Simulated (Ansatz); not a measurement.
WH4SOF4: nudged elastic band (part 2 of 2)

The same run, continued: WH4SOF4; RKS BHLYP/def2-SVP (Ansatz 0.2.0). It belongs to a series of runs on one base structure; here: band between the two ends.

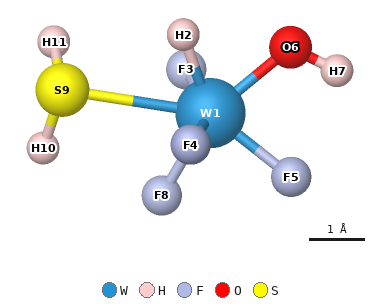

Figure 1. The starting structure (ball-and-stick view, seen at a tilt; atoms are numbered from 1 in the order of the input). Sticks mark near contacts.

The last band as extended XYZ, continued
```
11
Properties=species:S:1:pos:R:3:forces:R:3 image=6 energy=-25623.05278
W     0.4547    0.1483   -0.4504    0.0103  -0.0092  -0.0031
H    -0.9976    0.5666    2.8227   -0.0286   0.0038   0.0548
F     1.7831    0.1815   -1.7391    0.0270   0.0032  -0.0462
F    -0.0466    1.8751   -0.8593    0.0193  -0.0019  -0.0297
F    -1.0956   -0.0315    0.5517    0.0165   0.0165   0.0163
O     1.1014   -1.3935    0.2510    0.0094   0.0233  -0.0547
H     1.4945   -2.0936    0.7641    0.0026  -0.0228   0.0276
F    -0.5994   -0.4761   -1.8597   -0.0055  -0.0067   0.0027
S     1.7091    1.3986    1.1316   -0.0145   0.0111  -0.0261
H     2.3322    0.4048    1.7810    0.0039  -0.0168  -0.0068
H    -0.4562    0.8888    3.2343   -0.0404  -0.0006   0.0650
11
Properties=species:S:1:pos:R:3:forces:R:3 image=7 energy=-25623.06824
W     0.4694    0.2432   -0.6606    0.0379  -0.0046   0.0232
H    -1.3802    0.1307    4.0373    0.0086   0.0014  -0.0250
F     1.4160   -0.0594   -2.2259    0.0164   0.0150   0.0155
F    -0.0483    1.8822   -1.3280   -0.0025  -0.0058  -0.0026
F    -0.7562    0.3681    0.7224    0.0159   0.0007   0.0097
O     1.2790   -1.1854    0.1109   -0.0419  -0.0265  -0.0294
H     1.9032   -1.8339    0.4264    0.0009   0.0202   0.0108
F    -0.9454   -0.5556   -1.5798   -0.0096  -0.0124   0.0122
S     2.0683    1.6886    0.3373   -0.0011   0.0351   0.0028
H     2.7723    0.8116    1.0688   -0.0208  -0.0222  -0.0250
H    -1.0987   -0.0211    4.7192   -0.0037  -0.0009   0.0080
11
Properties=species:S:1:pos:R:3:forces:R:3 image=8 energy=-25623.05140
W     0.5089    0.1167   -0.3811   -0.0280  -0.0052   0.0230
H    -0.9872    0.4864    3.9158    0.0106  -0.0087  -0.0260
F     1.5849    0.6501   -1.7781   -0.0026  -0.0002  -0.0077
F    -0.6032    1.5215   -0.8472    0.0036  -0.0046  -0.0030
F    -0.3652   -0.0564    1.2311    0.0214   0.0015  -0.0108
O     1.3355   -1.5340   -0.3163   -0.0213  -0.0089   0.0216
H     1.0618   -2.3789   -0.6776    0.0193   0.0122  -0.0091
F    -0.8270   -0.8768   -1.2684   -0.0034   0.0077  -0.0013
S     2.0081    1.2826    1.0214    0.0086   0.0108  -0.0052
H     2.8803    1.6577    0.0717   -0.0019  -0.0079   0.0088
H    -0.9174    0.6001    4.6569   -0.0063   0.0032   0.0098
11
Properties=species:S:1:pos:R:3:forces:R:3 image=9 energy=-25623.05362
W     0.2463    0.2839   -0.3301    0.0027  -0.0025   0.0062
H    -0.0326   -0.2754    3.5583   -0.0069   0.0046   0.0046
F     1.5701    0.5250   -1.5982   -0.0030   0.0011  -0.0001
F    -0.8955    1.4362   -1.2194    0.0026  -0.0009   0.0033
F    -0.8887    0.4822    1.1069    0.0027  -0.0036   0.0014
O     0.9495   -1.2477    0.4224   -0.0064   0.0027  -0.0201
H     0.7723   -2.1710    0.2353    0.0105  -0.0023   0.0084
F    -0.5408   -0.9617   -1.5063   -0.0040   0.0007   0.0060
S     1.5322    1.8648    0.8609    0.0051   0.0025  -0.0016
H     2.5353    2.0187   -0.0146    0.0011   0.0004  -0.0018
H     0.4315   -0.4861    4.1128   -0.0043  -0.0026  -0.0061
11
Properties=species:S:1:pos:R:3:forces:R:3 image=10 energy=-25623.06592
W     0.0359    0.3260   -0.3933   -0.0236  -0.0151  -0.0202
H     1.2995   -0.7046    3.1878    0.0058   0.0021   0.0148
F     1.7528    0.3721   -1.0751    0.0165   0.0078   0.0151
F    -0.5960    1.3110   -1.8263   -0.0050  -0.0076   0.0034
F    -1.5583    0.7235    0.4321   -0.0097   0.0073  -0.0036
O     0.3405   -1.0548    0.7974    0.0135   0.0109   0.0145
H     0.2182   -2.0015    0.7096   -0.0012   0.0084  -0.0064
F    -0.3374   -1.1045   -1.5624   -0.0032   0.0055  -0.0008
S     0.8269    2.0993    0.9486    0.0231  -0.0188  -0.0032
H     2.1021    2.1183    0.5340   -0.0117   0.0049   0.0001
H     1.5952   -0.6159    3.8756   -0.0045  -0.0055  -0.0136
```

The run was set up as follows.

Input
```yaml
crystal:
  periodic: [false, false, false]
  atoms:
    - { symbol: W, position_ang: [0.134555, -0.144747, 0.240208] }
    - { symbol: H, position_ang: [0.145164, -0.116482, 1.922209] }
    - { symbol: F, position_ang: [1.84842, -0.85, 0.361877] }
    - { symbol: F, position_ang: [-1.161557, 1.125823, 0.578792] }
    - { symbol: F, position_ang: [-0.960689, -0.749596, -1.166461] }
    - { symbol: O, position_ang: [-0.48654, -1.813069, 0.898851] }
    - { symbol: H, position_ang: [-0.939553, -2.337011, 0.233683] }
    - { symbol: F, position_ang: [0.906394, 0.93141, -1.126597] }
    - { symbol: S, position_ang: [1.516878, 1.889906, 1.480695] }
    - { symbol: H, position_ang: [2.08042, 2.345843, 0.348617] }
    - { symbol: H, position_ang: [2.596008, 1.186924, 1.856129] }
basis:
  gaussian: { orbitals: def2-SVP }
hamiltonian:
  xc: { name: BHLYP }
neb:
  order_check: false
  images: 9
  f_tol: 0.05
  max_iterations: 60
  final_atoms:
    - { symbol: W, position_ang: [0.0359422, 0.32602903, -0.39328242] }
    - { symbol: H, position_ang: [1.29950411, -0.70459821, 3.18778044] }
    - { symbol: F, position_ang: [1.75278172, 0.37209971, -1.07510489] }
    - { symbol: F, position_ang: [-0.59601365, 1.31103857, -1.82627946] }
    - { symbol: F, position_ang: [-1.55830345, 0.72350297, 0.43211187] }
    - { symbol: O, position_ang: [0.34050207, -1.05476685, 0.79737779] }
    - { symbol: H, position_ang: [0.21823286, -2.00146703, 0.70961289] }
    - { symbol: F, position_ang: [-0.33739464, -1.10450519, -1.56243638] }
    - { symbol: S, position_ang: [0.82692995, 2.09924978, 0.94857945] }
    - { symbol: H, position_ang: [2.10208722, 2.11832429, 0.53401187] }
    - { symbol: H, position_ang: [1.59523161, -0.61590607, 3.87563185] }
  initial_path:
    images:
      - { positions_ang: [[0.134555, -0.144747, 0.240208], [0.145164, -0.116482, 1.922209], [1.84842, -0.85, 0.361877], [-1.161557, 1.125823, 0.578792], [-0.960689, -0.749596, -1.166461], [-0.48654, -1.813069, 0.898851], [-0.939553, -2.337011, 0.233683], [0.906394, 0.93141, -1.126597], [1.516878, 1.889906, 1.480695], [2.08042, 2.345843, 0.348617], [2.596008, 1.186924, 1.856129]] }
      - { positions_ang: [[0.1088467, -0.12148623, 0.1926037], [0.11802438, -0.09541466, 1.95218947], [1.84952721, -0.66826012, 0.28917683], [-0.94547715, 1.26454613, 0.46041152], [-1.13693701, -0.62279395, -0.93196942], [-0.36974689, -1.84369959, 0.72272632], [-0.6524544, -2.32514314, 0.36544586], [0.72570081, 0.73634748, -1.27082686], [1.55454533, 1.89650294, 1.35271136], [2.21385703, 2.14656504, 0.59464499], [2.21361399, 1.10183711, 1.90088922]] }
      - { positions_ang: [[0.0831384, -0.09822547, 0.14499941], [0.09088476, -0.07434732, 1.98216995], [1.85063442, -0.48652023, 0.21647666], [-0.7293973, 1.40326925, 0.34203105], [-1.31318501, -0.4959919, -0.69747784], [-0.25295379, -1.87433017, 0.54660164], [-0.3653558, -2.31327528, 0.49720873], [0.54500762, 0.54128495, -1.41505672], [1.59221266, 1.90309988, 1.22472771], [2.34729407, 1.94728709, 0.84067298], [1.83121998, 1.01675022, 1.94564944]] }
      - { positions_ang: [[0.05743011, -0.0749647, 0.09739511], [0.06374514, -0.05327999, 2.01215042], [1.85174163, -0.30478035, 0.14377649], [-0.51331745, 1.54199238, 0.22365057], [-1.48943302, -0.36918986, -0.46298626], [-0.13616068, -1.90496076, 0.37047696], [-0.0782572, -2.30140742, 0.62897159], [0.36431443, 0.34622243, -1.55928659], [1.62987998, 1.90969681, 1.09674407], [2.4807311, 1.74800913, 1.08670097], [1.44882597, 0.93166333, 1.99040966]] }
      - { positions_ang: [[0.03172181, -0.05170394, 0.04979082], [0.03660552, -0.03221265, 2.0421309], [1.85284884, -0.12304047, 0.07107632], [-0.2972376, 1.68071551, 0.10527009], [-1.66568103, -0.24238781, -0.22849468], [-0.01936757, -1.93559135, 0.19435229], [0.2088414, -2.28953956, 0.76073445], [0.18362123, 0.15115991, -1.70351645], [1.66754731, 1.91629375, 0.96876042], [2.61416813, 1.54873117, 1.33272896], [1.06643196, 0.84657644, 2.03516988]] }
      - { positions_ang: [[0.00601351, -0.02844317, 0.00218652], [0.00946589, -0.01114531, 2.07211137], [1.85395605, 0.05869941, -0.00162385], [-0.08115775, 1.81943863, -0.01311039], [-1.84192904, -0.11558576, 0.0059969], [0.09742554, -1.96622193, 0.01822761], [0.49594, -2.2776717, 0.89249732], [0.00292804, -0.04390261, -1.84774631], [1.70521464, 1.92289069, 0.84077678], [2.74760517, 1.34945321, 1.57875696], [0.68403794, 0.76148955, 2.0799301]] }
      - { positions_ang: [[0.01199925, 0.04245127, -0.07690727], [0.26747354, -0.14983589, 2.29524518], [1.83372119, 0.12137947, -0.21632006], [-0.18412893, 1.71775862, -0.3757442], [-1.78520392, 0.05223199, 0.09121989], [0.14604084, -1.78393092, 0.17405764], [0.44039857, -2.22243077, 0.85592043], [-0.06513649, -0.25602313, -1.79068432], [1.5295577, 1.95816251, 0.86233731], [2.61850158, 1.50322743, 1.36980794], [0.86627668, 0.48601042, 2.43907045]] }
      - { positions_ang: [[0.01798499, 0.11334571, -0.15600105], [0.52548118, -0.28852647, 2.518379], [1.81348632, 0.18405953, -0.43101627], [-0.28710011, 1.61607861, -0.73837802], [-1.7284788, 0.22004973, 0.17644289], [0.19465615, -1.6016399, 0.32988768], [0.38485714, -2.16718984, 0.81934354], [-0.13320103, -0.46814365, -1.73362234], [1.35390076, 1.99343433, 0.88389785], [2.48939799, 1.65700164, 1.16085892], [1.04851541, 0.2105313, 2.7982108]] }
      - { positions_ang: [[0.02397073, 0.18424015, -0.23509484], [0.78348882, -0.42721705, 2.74151281], [1.79325146, 0.24673959, -0.64571247], [-0.39007129, 1.51439859, -1.10101183], [-1.67175369, 0.38786748, 0.26166588], [0.24327146, -1.41934888, 0.48571772], [0.32931572, -2.1119489, 0.78276666], [-0.20126557, -0.68026416, -1.67656035], [1.17824382, 2.02870615, 0.90545838], [2.3602944, 1.81077586, 0.9519099], [1.23075414, -0.06494782, 3.15735115]] }
      - { positions_ang: [[0.02995646, 0.25513459, -0.31418863], [1.04149647, -0.56590763, 2.96464662], [1.77301659, 0.30941965, -0.86040868], [-0.49304247, 1.41271858, -1.46364564], [-1.61502857, 0.55568522, 0.34688888], [0.29188676, -1.23705786, 0.64154775], [0.27377429, -2.05670797, 0.74618977], [-0.2693301, -0.89238468, -1.61949837], [1.00258688, 2.06397797, 0.92701891], [2.23119081, 1.96455007, 0.74296089], [1.41299287, -0.34042695, 3.5164915]] }
      - { positions_ang: [[0.0359422, 0.32602903, -0.39328242], [1.29950411, -0.70459821, 3.18778044], [1.75278172, 0.37209971, -1.07510489], [-0.59601365, 1.31103857, -1.82627946], [-1.55830345, 0.72350297, 0.43211187], [0.34050207, -1.05476685, 0.79737779], [0.21823286, -2.00146703, 0.70961289], [-0.33739464, -1.10450519, -1.56243638], [0.82692995, 2.09924978, 0.94857945], [2.10208722, 2.11832429, 0.53401187], [1.59523161, -0.61590607, 3.87563185]] }
```

Run as:
```bash
ansatz run input.yaml --threads 4 --pin off --max-ram 5120MiB --backend cpu --events-out ev --progress --plain --runs-dir out
```

Results in brief

```csv
quantity,value
outcome,converged
"barrier, forward",1.176 eV
"barrier, backward",1.365 eV
hardware,"4 threads of Arm Neoverse V1, 24 GiB of memory available, shared host"
wall time,21 min (CPU time 79 min)
peak memory,0.45 GiB
```

Remarks

The order of the saddle point was not checked.
